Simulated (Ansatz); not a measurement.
**NS (Mononitrogen monosulfide) at 5 levels**

Wanted: a comparison of 5 runs (UHF/STO-3G, UB3LYP/6-31G*, UBLYP/cc-pVTZ, UPBE/cc-pVTZ, UCCSD/cc-pVTZ) of NS (Mononitrogen monosulfide). 

The results are computed with Ansatz 0.2.0.

34 further runs of the same task are left out: 34 set aside as unsound or not needed.

### 1 Starting point

The species is NS (2 atoms), meant as a doublet with charge 0. As SMILES, `[N]=S`. The N1–S2 distance was set to 3.268 Å, away from the relaxed value.

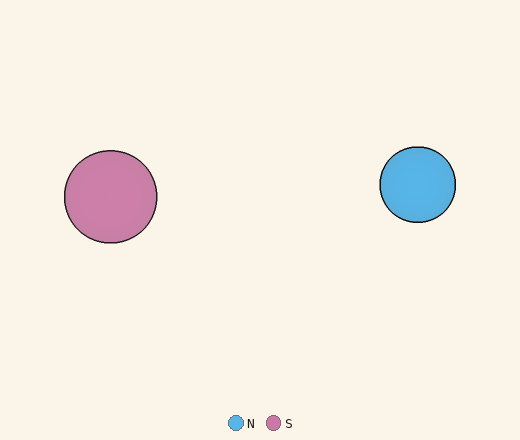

The structure, seen from a chosen angle (nitrogen blue, sulfur pink).

### 2 A single-point energy at UHF/STO-3G (run 1)

Contents of in.yaml:

```yaml
crystal:
  periodic: [false, false, false]
  atoms:
    - {symbol: "N", position_ang: [-0.000000, -0.000000, -1.794000]}
    - {symbol: S, position_ang: [0.000000, 0.000000, 1.474400]}
basis:
  gaussian:
    orbitals: STO-3G
magnetization:
  spin_polarized: true
  initial_magnetization: 1
hamiltonian:
  xc: hf
accuracy: high
output:
  orbitals: {seedname: orbitals}
```

Run with:

```bash
$ ansatz run in.yaml --threads 1 --pin off --max-ram 3480MiB --events-out events.jsonl --progress --plain --runs-dir runs
```

Standard output:

```text
Warning: RAYON_NUM_THREADS=1 ignored (pool sized by the plan → 1); use --threads N
Functional definition: HF
  name "HF"
  exchange = exact_x
  correlation = 0
205 factors; integrals over basis functions are off by at most 1.4e-8 eV
mean field evaluation 1: about -12114.7752 eV, gradient 3.0e1 eV
mean field evaluation 2: about -12114.7777 eV, gradient 3.0e1 eV
mean field evaluation 4: about -12107.3256 eV, gradient 8.1e0 eV
mean field evaluation 8: about -12152.2276 eV, gradient 2.1e0 eV
mean field evaluation 16: about -12152.7167 eV, gradient 2.3e0 eV
mean field evaluation 32: about -12156.2824 eV, gradient 3.1e-7 eV
mean field evaluation 64: about -12159.3919 eV, gradient 4.0e-5 eV
mean field evaluation 96: about -12159.3961 eV, gradient 2.0e-1 eV
mean field evaluation 128: about -12106.8355 eV, gradient 6.6e0 eV
mean field -12159.39479989 eV, -446.8495169621 hartree, gradient 2.4e-8 eV, S^2 2.745862; 9 other end points of the search recorded, 0 dependent functions left out
reference -12159.39479989 eV, -446.8495169621 hartree; 12, 11 occupied and 2, 3 virtual orbitals, 205 factors
Total energy: -12159.39479989 eV, -446.8495169621 hartree
```

It took 0.26 s on 1 thread of Arm Neoverse V1, shared host.

### 3 A single-point energy at UB3LYP/6-31G(d) (spherical functions) (run 2)

in.yaml, as its differences from that of step 2:

```diff
@@ -7,3 +7,3 @@
   gaussian:
-    orbitals: STO-3G
+    orbitals: 6-31G_st_-spherical.json
 magnetization:
@@ -12,5 +12,4 @@
 hamiltonian:
-  xc: hf
+  xc: {name: B3LYP}
 accuracy: high
-output:
-  orbitals: {seedname: orbitals}
+output: {orbitals: {seedname: orbitals}}
```

The basis set 6-31G* is read from a file made from the Basis Set Exchange's data (not shown).

Run with:

```bash
$ ansatz run in.yaml --threads 1 --pin off --max-ram 3480MiB --events-out events.jsonl --progress --plain --runs-dir runs
```

Standard output:

```text
Warning: RAYON_NUM_THREADS=1 ignored (pool sized by the plan → 1); use --threads N
Functional definition: B3LYP
  name "B3LYP"
  parameter a0 = 0.2
  parameter ax = 0.72
  parameter ac = 0.81
  exchange = (1 - a0 - ax)*slater_x + ax*b88_x + a0*exact_x
  correlation = (1 - ac)*vwn_rpa_c + ac*lyp_c
512 factors; integrals over basis functions are off by at most 4.0e-9 eV
mean field evaluation 1: about -12314.3064 eV, gradient 5.1e0 eV
mean field evaluation 2: about -12315.6111 eV, gradient 1.2e1 eV
mean field evaluation 4: about -12317.4912 eV, gradient 3.2e0 eV
mean field evaluation 8: about -12318.2696 eV, gradient 3.8e-1 eV
mean field evaluation 16: about -12318.2720 eV, gradient 1.0e-4 eV
mean field evaluation 32: about -12318.2720 eV, gradient 1.1e-3 eV
mean field -12318.27195369 eV, -452.6881446733 hartree, gradient 8.4e-8 eV, S^2 2.692113; 2 other end points of the search recorded, 0 dependent functions left out
reference -12318.27198084 eV, -452.6881456711 hartree; 12, 11 occupied and 20, 21 virtual orbitals, 512 factors
Total energy: -12318.27198084 eV, -452.6881456711 hartree
```

Wall time 3.3 s (1 thread of Arm Neoverse V1, shared host); peak memory 0.11 GiB.

### 4 A single-point energy at UBLYP/cc-pVTZ (run 3)

Contents of run.yaml:

```yaml
basis:
  gaussian:
    orbitals: cc-pVTZ
crystal:
  periodic: [false, false, false]
  atoms:
    - {symbol: N, position_ang: [-0.000000, -0.000000, -1.794000]}
    - {symbol: S, position_ang: [0.000000, 0.000000, 1.474400]}
total_charge: 0
magnetization:
  spin_polarized: true
  initial_magnetization: 1
accuracy: high
hamiltonian:
  xc: {name: BLYP}
output:
  orbitals: {seedname: orbitals}
```

Run with:

```bash
$ ansatz run run.yaml --threads 1 --pin off --max-ram 3480MiB --events-out events.jsonl --progress --plain --runs-dir runs
```

Standard output, shortened:

```text
Warning: RAYON_NUM_THREADS=1 ignored (pool sized by the plan → 1); use --threads N
Functional definition: BLYP
  name "BLYP"
[...]
768 factors; integrals over basis functions are off by at most 3.4e-9 eV
[...]
mean field -12318.96178209 eV, -452.7134953998 hartree, gradient 2.4e-8 eV, S^2 2.625395; 13 other end points of the search recorded, 0 dependent functions left out
reference -12318.96181987 eV, -452.7134967880 hartree; 12, 11 occupied and 52, 53 virtual orbitals, 768 factors
Total energy: -12318.96181987 eV, -452.7134967880 hartree
```

It took 20 s on 1 thread of Arm Neoverse V1, shared host; peak memory 0.13 GiB.

Run 4 isn't shown in full; the table further down has it.

### 5 The energy at UCCSD/cc-pVTZ (run 5)

Contents of input.yaml:

```yaml
crystal:
  periodic: [false, false, false]
  atoms:
    - {symbol: N, position_ang: [-0.000000, -0.000000, -1.794000]}
    - {symbol: S, position_ang: [0.000000, 0.000000, 1.474400]}
basis:
  gaussian:
    orbitals: cc-pVTZ
magnetization:
  spin_polarized: true
  initial_magnetization: 1
correlation:
  method: ccsd
  frozen_orbitals: {"N": 1, S: 5}
accuracy: high
scf:
  omitted_lower_state_checks: [cluster_reference, increment]
```

Run with:

```bash
$ ansatz run input.yaml --threads 1 --pin off --max-ram 3480MiB --events-out events.jsonl --progress --plain --runs-dir runs
```

Standard output:

```text
Warning: RAYON_NUM_THREADS=1 ignored (pool sized by the plan → 1); use --threads N
[... 17 lines left out ...]
6 core orbitals not correlated: weight in the atoms' cores, before any rotation towards them, 1.000 or more for the frozen orbitals, at most 0.000 for the correlated occupied ones
[... 39 lines left out ...]
Total energy: -12303.96055955 eV, -452.1622106395 hartree
Checks for a lower state left out: cluster_reference, increment
```

It took 5.7 s on 1 thread of Arm Neoverse V1, shared host; peak memory 0.26 GiB.

### 6 All runs side by side

```tsv
run	level	frozen core orbitals	energy (Eh)	HOMO energy (eV)	LUMO energy (eV)	⟨S²⟩	wall time
1	UHF/STO-3G	–	-446.849517	-5.61	6.97	2.746	0.26 s
2	UB3LYP/6-31G* (spherical functions)	–	-452.688146	-6.97	-4.75	2.692	3.3 s
3	UBLYP/cc-pVTZ	–	-452.713497	-5.95	-5.63	2.625	20 s
4	UPBE/cc-pVTZ	–	-452.478358	-6.05	-5.55	2.652	12 s
5	UCCSD/cc-pVTZ	6	-452.162211	–	–	2.754	5.7 s
```

### 7 Summary of results

```
                                          quantity          value
                               run 5: total energy  -452.16221 Eh
run 5: correlation energy (6 core orbitals frozen)     -252.5 mEh
          run 5: ⟨S²⟩ of the reference determinant          2.754
                              run 5: T1 diagnostic          0.009
```

Totals of different functionals can't be ranked against each other. In run 1 the basis is minimal, so the values are rough. Spin contamination of the reference: run 5 ⟨S²⟩ = 2.75, run 1 ⟨S²⟩ = 2.75, run 2 ⟨S²⟩ = 2.69, run 4 ⟨S²⟩ = 2.65, run 3 ⟨S²⟩ = 2.63. Where it is this large, the reference is a mixture of spin states, and values that rest on it are in doubt. All runs together took 41 s, the longest 20 s.
